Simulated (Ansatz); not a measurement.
**Single-point calculation, with input and output: C2H5ClZn**

The run: single-point calculation of C2H5ClZn. Method and program: RKS PBE-D4/def2-TZVPP (Ansatz 0.2.0).

The geometry comes from this level: PBE0-D4/def2-TZVP. Figures and captions count atoms from 1; the log counts them from 0 in places.

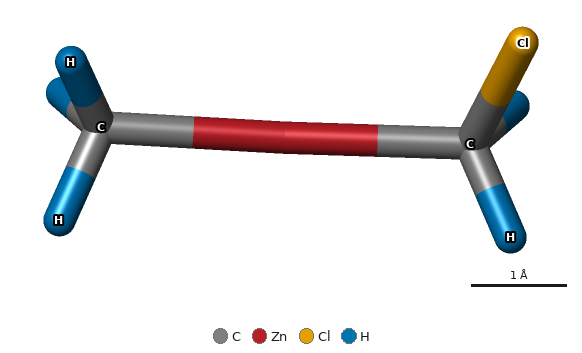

**Figure 1.** The structure as given in the input (stick view, seen at a tilt). Sticks mark near contacts.

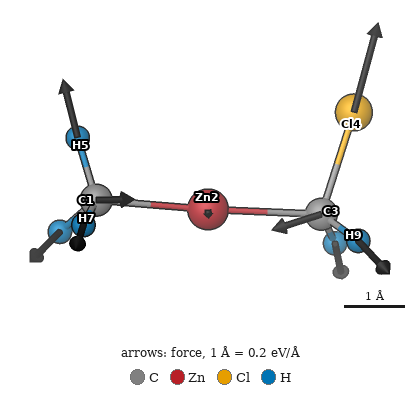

**Figure 2.** Forces on the atoms as black arrows (ball-and-stick view, seen at a tilt; atoms are numbered from 1 in the order of the input). The largest act on Cl4 (0.32 eV/Å); H8, H9 (0.23 eV/Å); H5, H6, H7 (0.21 eV/Å); C3 (0.18 eV/Å), among others. The geometry is not a stationary point of this energy.

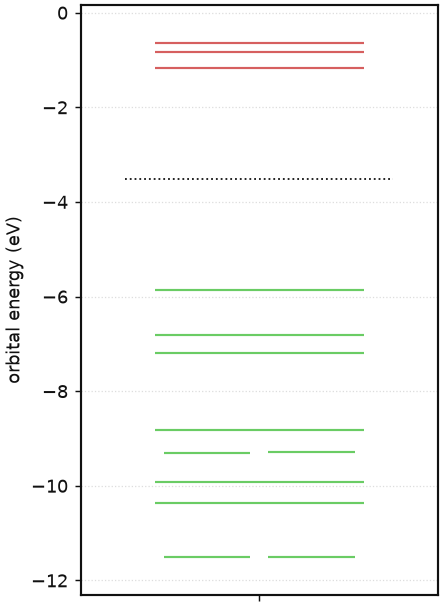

**Figure 3.** Orbital energies near the frontier; the dotted line parts filled from empty levels, and levels within 0.02 eV of each other stand side by side. Highest filled −5.86 eV, lowest empty −1.17 eV, 4.69 eV apart.

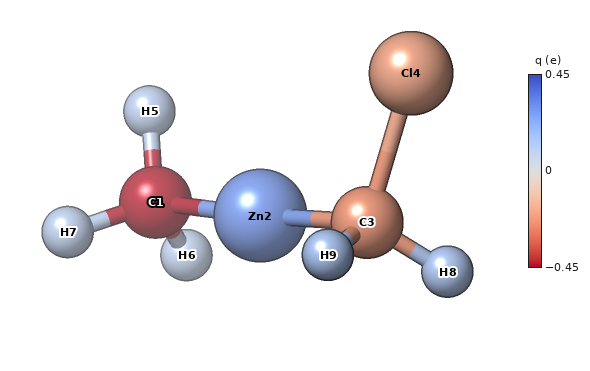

**Figure 4.** Mulliken charges, as the colour of each atom (ball-and-stick view, seen at a tilt; atoms are numbered from 1 in the order of the input). By element: C −0.43 to −0.22, Zn +0.26, Cl −0.18 and H +0.10 to +0.12 e.

The input and output of the run follow.

### Input
```yaml
crystal:
  periodic: [false, false, false]
  atoms:
    - {symbol: C, position_ang: [-0.327043, 1.645752, -1.025269]}
    - {symbol: Zn, position_ang: [0.076915, 0.095802, 0.060984]}
    - {symbol: C, position_ang: [0.442581, -1.513688, 1.112005]}
    - {symbol: Cl, position_ang: [-0.439861, -2.857368, 0.289659]}
    - {symbol: H, position_ang: [-1.007420, 1.381701, -1.838392]}
    - {symbol: H, position_ang: [-0.800853, 2.428449, -0.427887]}
    - {symbol: H, position_ang: [0.582379, 2.061134, -1.466177]}
    - {symbol: H, position_ang: [0.070207, -1.481194, 2.135534]}
    - {symbol: H, position_ang: [1.491596, -1.806887, 1.142441]}
basis:
  gaussian: {orbitals: def2-TZVPP}
hamiltonian: {xc: pbe, dispersion: d4}
output: {forces: true, orbitals: {seedname: orbitals}}
```

Run as:
```bash
ansatz run in.yaml --threads 4 --pin off --events-out ev --progress --plain --max-ram 10444MiB
```

### What the program printed
```
Functional definition: PBE
  name "PBE"
  cite "Perdew, Burke & Ernzerhof, Phys. Rev. Lett. 77, 3865 (1996) doi:10.1103/PhysRevLett.77.3865"
  parent pbe
  parameter kappa = 0.804
  parameter beta = 0.06672455060314922
  exchange = pbe_x(kappa = kappa, mu = beta*pi^2/3)
  correlation = pbe_c(beta = beta)
1448 factors; their error is unknown
mean field evaluation 1: about -63063.3767 eV, gradient 1.1e2 eV
mean field evaluation 2: about -63019.4415 eV, gradient 2.0e2 eV
mean field evaluation 4: about -63083.1600 eV, gradient 1.9e1 eV
mean field evaluation 8: about -63083.7383 eV, gradient 1.0e-1 eV
mean field evaluation 16: about -63083.7102 eV, gradient 5.0e-3 eV
mean field -63083.71020658 eV, -2318.2835904172 hartree, gradient 2.2e-5 eV, S^2 0.000000; 0 other end points of the search recorded, 0 dependent functions left out
the calculation of the forces begins
reference -63083.71025208 eV, -2318.2835920894 hartree; 32, 32 occupied and 206, 206 virtual orbitals, 1448 factors
Total energy: -63083.86489535 eV, -2318.2892751247 hartree
Atom 0 at    -0.327043     1.645752    -1.025269 Å, force     0.020380    -0.116478     0.067930 eV/Å
Atom 1 at     0.076915     0.095802     0.060984 Å, force     0.018962     0.014689     0.021928 eV/Å
Atom 2 at     0.442581    -1.513688     1.112005 Å, force     0.002303     0.174780    -0.053617 eV/Å
Atom 3 at    -0.439861    -2.857368     0.289659 Å, force    -0.159499    -0.226338    -0.154140 eV/Å
Atom 4 at    -1.007420     1.381701    -1.838392 Å, force    -0.128511    -0.058491    -0.150595 eV/Å
Atom 5 at    -0.800853     2.428449    -0.427887 Å, force    -0.087992     0.138217     0.124018 eV/Å
Atom 6 at     0.582379     2.061134    -1.466177 Å, force     0.178632     0.067484    -0.076247 eV/Å
Atom 7 at     0.070207    -1.481194     2.135534 Å, force    -0.070115     0.036921     0.213779 eV/Å
Atom 8 at     1.491596    -1.806887     1.142441 Å, force     0.225839    -0.030784     0.006944 eV/Å
Dipole moment:     0.171835     0.355038     0.129526 e Å
```

### Key numbers

- outcome: converged
- total energy: −63083.8649 eV
- mean-field energy: −63083.7103 eV
- dispersion energy: −0.1546 eV
- SCF solution under orbital rotations: stable
- HOMO: −5.86 eV
- LUMO: −1.17 eV
- largest force (length of the vector): 0.317 eV/Å
- dipole moment: 1.99 D
- hardware: 4 threads of Arm Neoverse N1, 23 GiB of memory available, shared host
- wall time: 3.9 s (CPU time 14 s)
- peak memory: 0.33 GiB
